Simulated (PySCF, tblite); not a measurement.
**C2H8F3NSi2: dynamics, then NMR shifts on frames, part 1 of 2**

Aim: move C2H8F3NSi2 (`FC(F)(F)CN([SiH3])[SiH3]`) away from its starting geometry and see how NMR shifts follow the geometry.

Computed with tblite 0.8.0 and PySCF 2.14.0, with density-fitted response routines of our own, on a single molecule in the gas phase. Atoms are numbered from 0 throughout.

**1. The molecule as given**

16 atoms, charge 0, multiplicity 1; geometry from: GFN2-xTB.

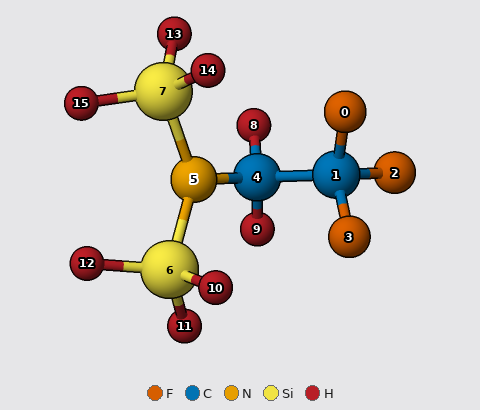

The starting geometry (fluorine orange, carbon blue, nitrogen amber, silicon yellow, hydrogen red), atoms numbered.

**2. Thermal motion with GFN2-xTB**

Job settings and geometry (Å):

```
{"job": {"kind": "md", "xc": "GFN2-xTB", "basis": "xTB", "temperature": 400, "steps": 2000, "every": 50, "frames": 5}, "charge": 0, "multiplicity": 1}
F     -1.723531    -1.030839     1.176976
C     -1.859076    -0.109082     0.212942
F     -3.081705    -0.290732    -0.316169
F     -1.887566     1.082414     0.826622
C     -0.769220    -0.199861    -0.846644
N      0.541937    -0.008858    -0.311361
Si     1.080438     1.632169    -0.053730
Si     1.317232    -1.379322     0.443549
H     -0.867326    -1.189322    -1.304407
H     -1.003993     0.563177    -1.595797
H      0.670754     2.156826     1.249013
H      0.473897     2.401491    -1.141455
H      2.533266     1.571506    -0.164149
H      0.861202    -2.538612    -0.324589
H      0.960095    -1.514976     1.855470
H      2.745997    -1.137037     0.282317
```

Method: GFN2-xTB Langevin dynamics, gas phase.

The run is started by

```console
$ OMP_NUM_THREADS=1 python probes_run.py task.json out
```

This one command runs all jobs of the session in turn.

The log of the run:

```text
t/fs     T/K      E/eV
    0.0   325.3   -789.41920
   25.0   154.6   -788.97907
   50.0   249.4   -789.05336
   75.0   236.6   -788.93485
  100.0   413.1   -789.01333
  125.0   358.0   -788.86399
  150.0   287.1   -788.81705
  175.0   424.8   -788.86523
  200.0   391.8   -788.90051
  225.0   311.5   -788.84560
  250.0   395.6   -788.81859
  275.0   414.6   -788.76880
  300.0   362.2   -788.63815
  325.0   390.4   -788.75523
  350.0   391.4   -788.74333
  375.0   295.7   -788.67304
  400.0   317.8   -788.79787
  425.0   411.4   -788.76839
  450.0   539.5   -789.01859
  475.0   346.3   -788.68746
  500.0   319.5   -788.58588
  525.0   450.7   -788.81960
  550.0   488.4   -788.89132
  575.0   349.1   -788.86572
  600.0   235.3   -788.87658
  625.0   341.3   -788.84304
  650.0   197.1   -788.79183
  675.0   362.2   -788.85056
  700.0   405.2   -788.77573
  725.0   449.1   -788.87976
  750.0   352.8   -788.69805
  775.0   376.4   -788.64869
  800.0   381.4   -788.79436
  825.0   367.0   -788.82984
  850.0   414.8   -788.84462
  875.0   343.4   -788.60819
  900.0   409.5   -788.60327
  925.0   422.9   -788.54155
  950.0   438.4   -788.65119
  975.0   496.4   -788.81168
 1000.0   432.1   -788.80432
```

Run time: 15 s. Hardware: 1 thread of Arm Neoverse V1, shared host; peak memory 0.18 GiB.

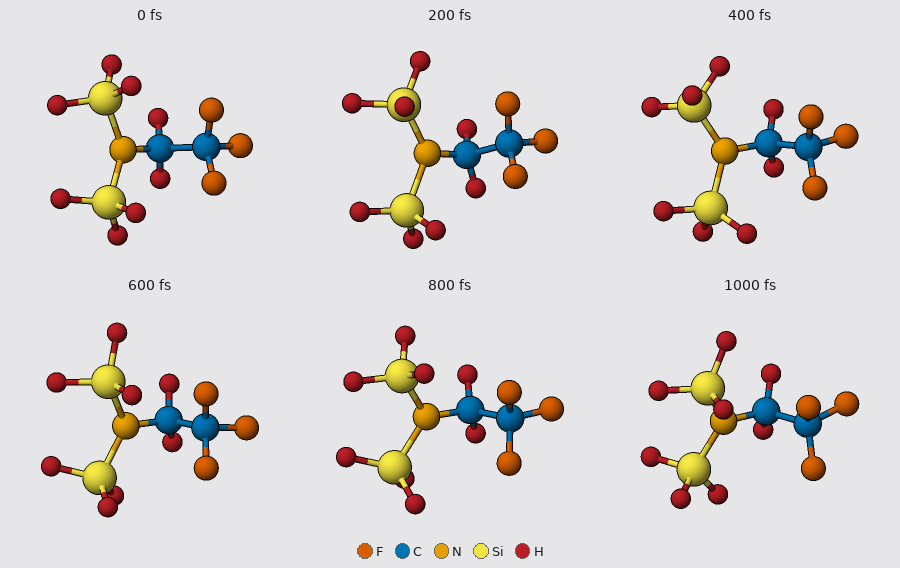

Frames of the run.

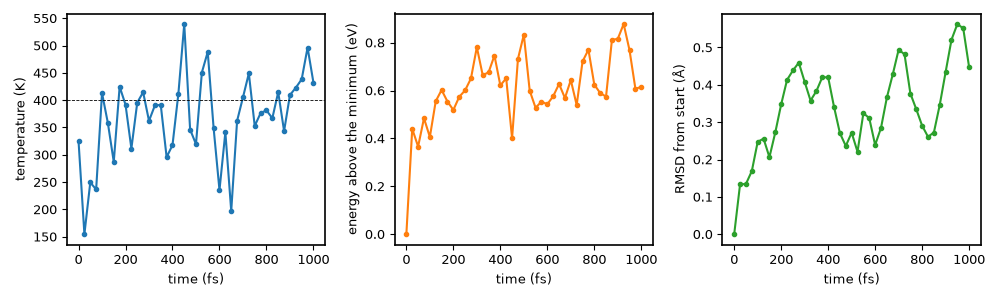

Temperature, potential energy and distance from the start.

Positions (Å) and forces (eV/Å) at 1000 fs:

```xyz
16

F    -1.831    0.052    2.610    0.192    0.062   -0.862
C    -2.220    0.292    1.304   -0.840   -0.135    2.358
F    -3.436   -0.356    1.289    0.728    0.899   -0.603
F    -2.389    1.620    1.276   -0.387   -0.338   -0.304
C    -1.264   -0.208    0.301    1.052   -1.967   -1.146
N     0.121    0.182    0.510   -0.455   -0.365    0.269
Si    0.717    1.464   -0.544    1.242   -1.091    0.468
Si    1.030   -0.521    1.863   -0.281   -0.120   -0.342
H    -1.459   -1.356    0.195    0.662    1.420    0.579
H    -1.481    0.154   -0.688   -0.831    0.353   -0.330
H     1.365    2.499    0.192    0.226    0.476    0.621
H    -0.277    2.026   -1.353   -1.329    0.435   -0.677
H     1.733    0.968   -1.494   -0.104   -0.263    0.156
H     0.588   -1.863    2.329   -0.012    0.343   -0.527
H     0.929    0.312    3.030   -0.062    0.424    0.394
H     2.378   -0.481    1.328    0.197   -0.135   -0.054
```

**3. NMR shieldings: 250 fs, PBE0/pcSseg-1**

Job settings and geometry (Å):

```
{"job": {"kind": "nmr", "xc": "PBE0", "basis": "pcSseg-1", "pop": false}, "charge": 0, "multiplicity": 1}
F     -1.870900    -1.426700     1.374900
C     -2.259500    -0.416700     0.625200
F     -3.504400    -0.549300     0.272200
F     -2.199800     0.786400     1.369100
C     -1.424500    -0.332500    -0.636700
N     -0.055000    -0.032100    -0.314300
Si     0.586500     1.625000    -0.472600
Si     0.963900    -1.411900     0.202100
H     -1.402100    -1.301900    -1.028900
H     -1.967500     0.415100    -1.257100
H      0.313800     2.541800     0.639500
H     -0.042700     2.117200    -1.660700
H      2.037500     1.660000    -0.542000
H      0.221500    -2.604900     0.329900
H      1.647500    -1.076200     1.410700
H      1.834500    -1.609100    -1.028800
```

With the program's defaults for keys left out, this is: GIAO PBE0/pcSseg-1 NMR shielding, non-relativistic, gas phase.

The log of the run:

```text
coarse grid: 14704 points
cycle   1  E = -1013.3577942891  dE =  9.347e-01  |g| = 8.920e-01  |ddm| = 3.537e+00
cycle   2  E = -1013.2098985211  dE =  1.479e-01  |g| = 1.334e+00  |ddm| = 1.153e+00
cycle   3  E = -1013.4933153869  dE = -2.834e-01  |g| = 7.420e-02  |ddm| = 7.196e-01
cycle   4  E = -1013.4938431816  dE = -5.278e-04  |g| = 5.125e-02  |ddm| = 8.222e-02
cycle   5  E = -1013.4942629954  dE = -4.198e-04  |g| = 8.665e-03  |ddm| = 3.601e-02
cycle   6  E = -1013.4942731703  dE = -1.017e-05  |g| = 2.525e-03  |ddm| = 6.749e-03
cycle   7  E = -1013.4942745143  dE = -1.344e-06  |g| = 5.910e-04  |ddm| = 2.526e-03
final grid: 135048 points
cycle   8  E = -1013.5565834465  dE = -3.997e-05  |g| = 7.089e-03  |ddm| = 2.431e-02
cycle   9  E = -1013.5565718183  dE =  1.163e-05  |g| = 1.069e-02  |ddm| = 1.350e-02
cycle  10  E = -1013.5565936243  dE = -2.181e-05  |g| = 7.473e-04  |ddm| = 7.937e-03
cycle  11  E = -1013.5565937142  dE = -8.987e-08  |g| = 3.125e-04  |ddm| = 7.014e-04
cycle  12  E = -1013.5565937326  dE = -1.839e-08  |g| = 8.533e-05  |ddm| = 2.620e-04
cycle  13  E = -1013.5565937337  dE = -1.101e-09  |g| = 2.405e-05  |ddm| = 7.569e-05
cycle  14  E = -1013.5565937338  dE = -1.082e-10  |g| = 6.053e-06  |ddm| = 2.085e-05
converged SCF energy = -1013.5565937338

GIAO shielding tensors (ppm)
atom      isotropic    diamagn.    paramagn.     s11        s22        s33       span
  0 F      272.637     475.051    -202.414    192.494    283.153    342.263    149.769
  1 C       50.296     248.126    -197.830     37.128     53.674     60.085     22.957
  2 F      268.573     466.991    -198.418    196.512    291.885    317.322    120.810
  3 F      239.841     476.810    -236.969    130.103    214.735    374.684    244.581
  4 C      129.628     244.119    -114.491    107.776    131.034    150.074     42.298
  5 N      277.699     331.539     -53.840    246.359    277.130    309.609     63.250
  6 Si     393.355     880.947    -487.592    344.934    350.868    484.263    139.329
  7 Si     386.058     881.144    -495.086    328.567    368.462    461.146    132.580
  8 H       29.050      31.127      -2.076     24.331     28.721     34.099      9.767
  9 H       28.185      29.110      -0.925     23.670     28.578     32.307      8.637
 10 H       26.937      30.116      -3.180     22.851     25.678     32.280      9.429
 11 H       27.564      30.730      -3.166     23.954     25.399     33.337      9.383
 12 H       26.958      30.294      -3.335     23.321     25.431     32.123      8.801
 13 H       27.500      31.190      -3.691     23.542     27.496     31.461      7.919
 14 H       27.199      30.820      -3.622     23.689     24.980     32.927      9.238
 15 H       26.061      29.205      -3.144     21.713     24.467     32.004     10.291
```

Wall time 34 s (1 thread of Arm Neoverse V1, shared host); peak memory 0.85 GiB.

The references, computed at this level on geometries of the same kind, shield at (ppm): 1H TMS 31.72, 13C TMS 186.9, 29Si TMS 349.2, 19F CFCl3 170.9, 15N NH3 267.7. Their shielding less the atom's gives the shift. The references are single molecules in the gas phase, so shifts against H2O, NH3, PH3, H3PO4 or CFCl3 are not on the usual liquid scales and can be off by tens of ppm. Each atom is listed at this fixed geometry, with no averaging over motion; a spectrum would average atoms that exchange fast.

| atoms | environment | σ (ppm) | δ (ppm) |
| --- | --- | --- | --- |
| C1 | CF3 carbon | 50.3 | 136.6 |
| C4 | sp3 CH2 bonded to N | 129.6 | 57.3 |
| H15 | hydrogen on a silicon bonded to N | 26.06 | 5.66 |
| H10 | hydrogen on a silicon bonded to N | 26.94 | 4.78 |
| H12 | hydrogen on a silicon bonded to N | 26.96 | 4.76 |
| H14 | hydrogen on a silicon bonded to N | 27.20 | 4.52 |
| H13 | hydrogen on a silicon bonded to N | 27.50 | 4.22 |
| H11 | hydrogen on a silicon bonded to N | 27.56 | 4.15 |
| H9 | hydrogen on an sp3 CH2 bonded to N | 28.18 | 3.53 |
| H8 | hydrogen on an sp3 CH2 bonded to N | 29.05 | 2.67 |
| F3 | fluorine of a CF3 group | 239.8 | -68.9 |
| F2 | fluorine of a CF3 group | 268.6 | -97.6 |
| F0 | fluorine of a CF3 group | 272.6 | -101.7 |
| N5 | nitrogen bonded to C, 2 Si | 277.7 | -10.0 |
| Si7 | silicon bonded to N, 3 H | 386.1 | -36.9 |
| Si6 | silicon bonded to N, 3 H | 393.4 | -44.2 |

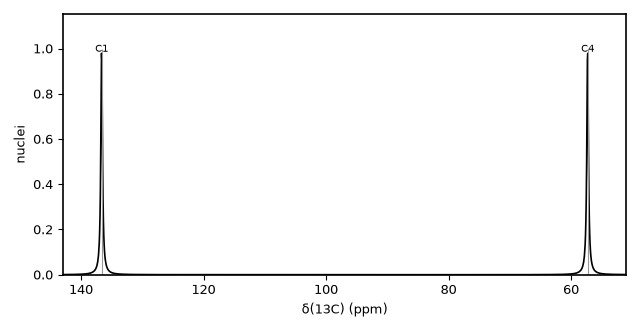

13C lines at the computed shifts, without couplings. Lines are broadened to a width of 0.32 ppm (Lorentzian).

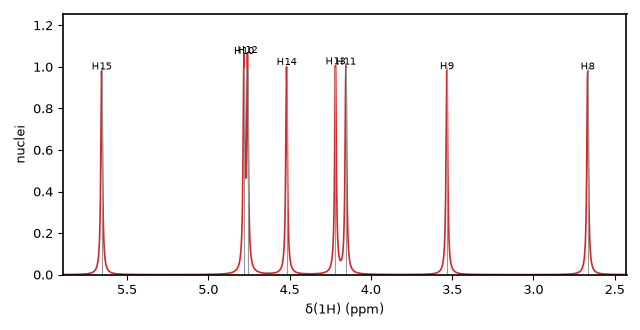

1H lines at the computed shifts, without couplings. Lines are broadened to a width of 0.01 ppm (Lorentzian).

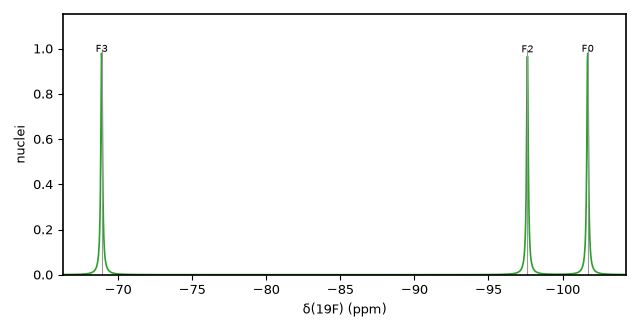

19F lines at the computed shifts, without couplings. Lines are broadened to a width of 0.13 ppm (Lorentzian).

The fields below are evaluated on a grid from the run's orbitals.

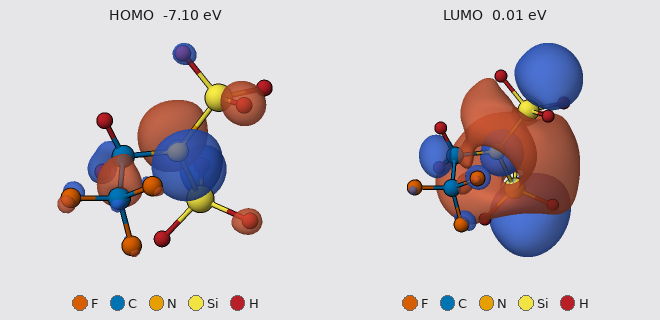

PBE0/pcSseg-1 orbitals near the gap, drawn at the value that encloses 70 % of each; the two colours are the two signs.

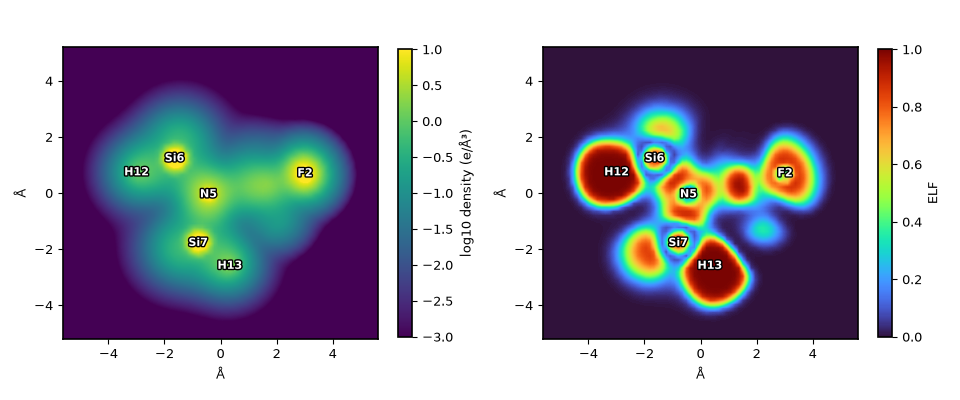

Density (left) and ELF (right) in a plane through or near 6 of the atoms.

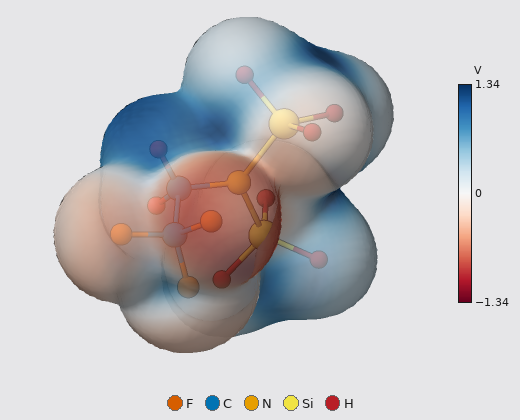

Electrostatic potential on the surface of density 0.002 e/bohr³; red is low, blue high. It runs, from the 1st to the 99th percentile, from -0.80 V near F3 to 1.34 V near H8.

**4. NMR shieldings: 425 fs, PBE0/pcSseg-1**

Job settings and geometry (Å):

```
{"job": {"kind": "nmr", "xc": "PBE0", "basis": "pcSseg-1", "pop": false}, "charge": 0, "multiplicity": 1}
F     -2.223100    -0.992200     2.103800
C     -2.696800    -0.341800     1.046000
F     -3.979600    -0.607700     0.683500
F     -2.629000     0.966800     1.445400
C     -1.894700    -0.692000    -0.191300
N     -0.485000    -0.328900    -0.209800
Si    -0.097400     1.368500    -0.442200
Si     0.583900    -1.535600     0.610600
H     -2.040600    -1.737200    -0.361900
H     -2.446800    -0.236300    -1.004600
H     -0.655800     2.337200     0.427000
H     -0.761400     1.508900    -1.727400
H      1.381400     1.402700    -0.125000
H     -0.180700    -2.804500     0.557100
H      0.779600    -0.845300     1.863200
H      1.819200    -1.561200    -0.252800
```

With the program's defaults for keys left out, this is: GIAO PBE0/pcSseg-1 NMR shielding, non-relativistic, gas phase.

The log of the run:

```text
coarse grid: 14704 points
cycle   1  E = -1013.3385301676  dE =  8.723e-01  |g| = 9.180e-01  |ddm| = 3.526e+00
cycle   2  E = -1013.1653648151  dE =  1.732e-01  |g| = 1.400e+00  |ddm| = 1.287e+00
cycle   3  E = -1013.4853084733  dE = -3.199e-01  |g| = 6.861e-02  |ddm| = 8.219e-01
cycle   4  E = -1013.4857695408  dE = -4.611e-04  |g| = 4.888e-02  |ddm| = 9.203e-02
cycle   5  E = -1013.4862278245  dE = -4.583e-04  |g| = 1.119e-02  |ddm| = 4.544e-02
cycle   6  E = -1013.4862482262  dE = -2.040e-05  |g| = 2.926e-03  |ddm| = 9.810e-03
cycle   7  E = -1013.4862500390  dE = -1.813e-06  |g| = 5.000e-04  |ddm| = 2.811e-03
final grid: 135048 points
cycle   8  E = -1013.5493596061  dE = -4.290e-05  |g| = 7.709e-03  |ddm| = 2.286e-02
cycle   9  E = -1013.5493464023  dE =  1.320e-05  |g| = 1.150e-02  |ddm| = 1.494e-02
cycle  10  E = -1013.5493714404  dE = -2.504e-05  |g| = 7.761e-04  |ddm| = 8.868e-03
cycle  11  E = -1013.5493715325  dE = -9.207e-08  |g| = 3.765e-04  |ddm| = 8.047e-04
cycle  12  E = -1013.5493715597  dE = -2.722e-08  |g| = 8.903e-05  |ddm| = 3.267e-04
cycle  13  E = -1013.5493715609  dE = -1.223e-09  |g| = 2.457e-05  |ddm| = 8.183e-05
cycle  14  E = -1013.5493715610  dE = -1.203e-10  |g| = 4.498e-06  |ddm| = 2.190e-05
converged SCF energy = -1013.5493715610

GIAO shielding tensors (ppm)
atom      isotropic    diamagn.    paramagn.     s11        s22        s33       span
  0 F      261.977     475.652    -213.675    175.091    284.249    326.590    151.500
  1 C       46.938     253.706    -206.768     31.564     48.519     60.732     29.168
  2 F      248.283     469.138    -220.855    159.585    246.378    338.886    179.302
  3 F      248.222     476.834    -228.612    154.778    245.384    344.504    189.726
  4 C      129.931     243.521    -113.589    106.502    122.192    161.101     54.599
  5 N      266.894     329.540     -62.646    250.376    254.303    296.001     45.625
  6 Si     391.819     881.817    -489.999    329.256    357.377    488.823    159.568
  7 Si     371.954     881.386    -509.432    311.110    370.985    433.768    122.658
  8 H       28.876      30.812      -1.936     24.552     29.018     33.059      8.507
  9 H       28.729      30.454      -1.726     24.244     28.878     33.064      8.820
 10 H       27.353      31.804      -4.451     22.957     27.314     31.789      8.832
 11 H       26.771      31.044      -4.273     22.619     24.915     32.778     10.159
 12 H       26.138      30.649      -4.511     22.395     25.054     30.965      8.570
 13 H       26.692      30.368      -3.675     23.591     25.777     30.709      7.118
 14 H       26.180      31.188      -5.009     22.272     24.584     31.683      9.411
 15 H       26.129      30.142      -4.013     22.387     24.594     31.408      9.021
```

It took 25 s on 1 thread of Arm Neoverse V1, shared host; peak memory 0.91 GiB.

This run: δ C1 140.0, C4 57.0, F3 -77.3, F2 -77.3, H15 5.59, H12 5.58 ppm.

**5. Shielding tensors: 625 fs, PBE0/pcSseg-1**

Job settings and geometry (Å):

```
{"job": {"kind": "nmr", "xc": "PBE0", "basis": "pcSseg-1", "pop": false}, "charge": 0, "multiplicity": 1}
F     -2.310800    -0.922500     1.974900
C     -2.618600    -0.195600     0.921200
F     -3.981100    -0.326800     0.813400
F     -2.397800     1.113200     1.260200
C     -1.818200    -0.563300    -0.323500
N     -0.393300    -0.418500    -0.107200
Si     0.308300     1.097200    -0.656800
Si     0.505000    -1.272900     1.046300
H     -1.919300    -1.624100    -0.610300
H     -2.162900     0.128400    -1.147800
H     -0.205100     2.346600     0.141000
H     -0.291500     1.327800    -1.968100
H      1.804300     1.023600    -0.681200
H     -0.114200    -2.574600     0.776200
H      0.481800    -0.890600     2.461500
H      1.900300    -0.945600     0.797700
```

With the program's defaults for keys left out, this is: GIAO PBE0/pcSseg-1 NMR shielding, non-relativistic, gas phase.

The log of the run:

```text
coarse grid: 14704 points
cycle   1  E = -1013.3460838272  dE =  9.103e-01  |g| = 9.218e-01  |ddm| = 3.507e+00
cycle   2  E = -1013.1780990828  dE =  1.680e-01  |g| = 1.407e+00  |ddm| = 1.179e+00
cycle   3  E = -1013.4921334228  dE = -3.140e-01  |g| = 5.147e-02  |ddm| = 7.322e-01
cycle   4  E = -1013.4924298162  dE = -2.964e-04  |g| = 3.370e-02  |ddm| = 6.680e-02
cycle   5  E = -1013.4926334556  dE = -2.036e-04  |g| = 9.565e-03  |ddm| = 2.942e-02
cycle   6  E = -1013.4926472134  dE = -1.376e-05  |g| = 2.368e-03  |ddm| = 6.820e-03
cycle   7  E = -1013.4926483141  dE = -1.101e-06  |g| = 5.818e-04  |ddm| = 2.333e-03
final grid: 135048 points
cycle   8  E = -1013.5572307067  dE = -4.140e-05  |g| = 7.440e-03  |ddm| = 2.457e-02
cycle   9  E = -1013.5572170146  dE =  1.369e-05  |g| = 1.139e-02  |ddm| = 1.399e-02
cycle  10  E = -1013.5572418739  dE = -2.486e-05  |g| = 7.095e-04  |ddm| = 8.426e-03
cycle  11  E = -1013.5572419497  dE = -7.576e-08  |g| = 3.629e-04  |ddm| = 7.232e-04
cycle  12  E = -1013.5572419749  dE = -2.524e-08  |g| = 8.440e-05  |ddm| = 2.901e-04
cycle  13  E = -1013.5572419760  dE = -1.073e-09  |g| = 2.335e-05  |ddm| = 7.100e-05
cycle  14  E = -1013.5572419761  dE = -1.060e-10  |g| = 4.617e-06  |ddm| = 2.085e-05
converged SCF energy = -1013.5572419761

GIAO shielding tensors (ppm)
atom      isotropic    diamagn.    paramagn.     s11        s22        s33       span
  0 F      260.647     474.612    -213.965    186.982    274.136    320.822    133.840
  1 C       48.239     244.527    -196.288     44.181     46.782     53.753      9.572
  2 F      241.351     466.909    -225.558    141.854    231.563    350.634    208.780
  3 F      240.993     476.959    -235.966    155.666    222.472    344.841    189.175
  4 C      129.500     244.830    -115.330    109.206    131.724    147.570     38.364
  5 N      255.363     332.091     -76.728    238.834    248.059    279.194     40.360
  6 Si     381.173     881.222    -500.049    317.635    346.690    479.193    161.558
  7 Si     396.545     881.990    -485.445    316.699    377.324    495.612    178.914
  8 H       27.383      27.987      -0.604     22.198     26.780     33.171     10.973
  9 H       27.335      28.478      -1.143     23.154     27.509     31.342      8.187
 10 H       25.573      29.014      -3.441     21.708     24.695     30.316      8.608
 11 H       27.069      30.970      -3.901     23.658     25.166     32.384      8.726
 12 H       26.169      30.181      -4.012     22.485     24.838     31.183      8.698
 13 H       26.735      30.327      -3.592     23.604     23.830     32.772      9.168
 14 H       26.848      30.490      -3.642     22.940     25.928     31.677      8.737
 15 H       26.667      31.383      -4.716     22.573     26.127     31.301      8.728
```

Wall time 25 s (1 thread of Arm Neoverse V1, shared host); peak memory 0.91 GiB.

Key values: δ C1 138.7, C4 57.4, F3 -70.0, F2 -70.4, H10 6.14, H12 5.55 ppm.

(Continued in part 2 of 2.)
